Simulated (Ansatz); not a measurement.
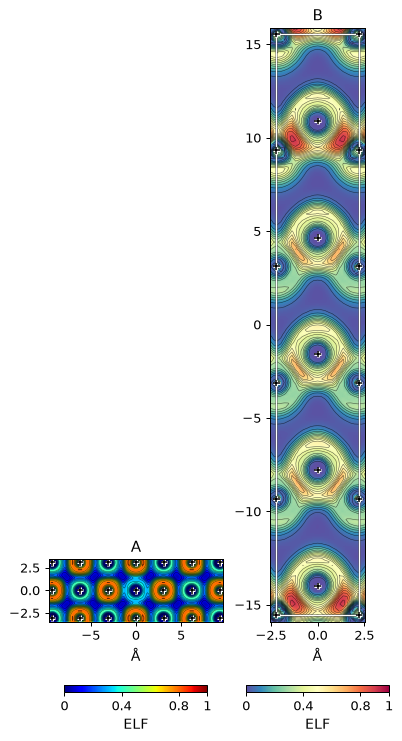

The electron localisation function of 2 systems, each on a plane through atoms (crosses mark nuclei in the plane).

These are results of DFT LDA, scalar-relativistic, plane waves, PAW (Ansatz 0.2.0), not measurements.

System 1: SnPb₅Se₆, the (110) plane of the conventional cell. Space group P4/mmm; a structure generated by program, which may or may not match a known phase; computed pressure about −4 GPa in this cell.

```xyz
12
Lattice="4.3795 0.0000 0.0000 0.0000 4.3795 0.0000 0.0000 0.0000 18.5814" Properties=species:S:1:pos:R:3 pbc="T T T"
Sn    0.0000    0.0000    0.0000
Pb    2.1898    2.1898   15.5075
Pb    0.0000    0.0000   12.4053
Pb    2.1898    2.1898    9.2907
Pb    0.0000    0.0000    6.1761
Pb    2.1898    2.1898    3.0739
Se    0.0000    0.0000   15.5422
Se    2.1898    2.1898   12.3959
Se    0.0000    0.0000    9.2907
Se    2.1898    2.1898    6.1856
Se    0.0000    0.0000    3.0392
Se    2.1898    2.1898    0.0000
```

System 2: Al₂Ga₃Sb₅, the (010) plane of the conventional cell. Space group I-4m2; a structure generated by program, which may or may not match a known phase; computed pressure about −3 GPa in this cell.

```yaml
crystal:
  lattice:
    - [4.39824, 0.00000, 0.00000]
    - [0.00000, 4.39824, 0.00000]
    - [0.00000, 0.00000, 31.08462]
  atoms:
    - { symbol: Al, position: [0.00000, 0.50000, 0.35005] }
    - { symbol: Al, position: [0.50000, 0.00000, 0.85005] }
    - { symbol: Al, position: [0.00000, 0.50000, 0.14995] }
    - { symbol: Al, position: [0.50000, 0.00000, 0.64995] }
    - { symbol: Ga, position: [0.50000, 0.00000, 0.25000] }
    - { symbol: Ga, position: [0.00000, 0.50000, 0.75000] }
    - { symbol: Ga, position: [0.50000, 0.00000, 0.45017] }
    - { symbol: Ga, position: [0.00000, 0.50000, 0.95017] }
    - { symbol: Ga, position: [0.50000, 0.00000, 0.04983] }
    - { symbol: Ga, position: [0.00000, 0.50000, 0.54983] }
    - { symbol: Sb, position: [0.50000, 0.50000, 0.20001] }
    - { symbol: Sb, position: [0.00000, 0.00000, 0.70001] }
    - { symbol: Sb, position: [0.00000, 0.00000, 0.29999] }
    - { symbol: Sb, position: [0.50000, 0.50000, 0.79999] }
    - { symbol: Sb, position: [0.50000, 0.50000, 0.40012] }
    - { symbol: Sb, position: [0.00000, 0.00000, 0.90012] }
    - { symbol: Sb, position: [0.50000, 0.50000, 0.00000] }
    - { symbol: Sb, position: [0.00000, 0.00000, 0.50000] }
    - { symbol: Sb, position: [0.00000, 0.00000, 0.09988] }
    - { symbol: Sb, position: [0.50000, 0.50000, 0.59988] }
```

Match each panel to its system.

Answer. Panel A is system 1, SnPb₅Se₆: the plane holds Sn, Pb and Se. Sn–Se (3.04 Å): the ELF is about 0.35 at the midpoint. Panel B is system 2, Al₂Ga₃Sb₅: the plane holds Al, Ga and Sb. Ga–Sb (2.69 Å): the ELF peaks at about 0.70 between the atoms.
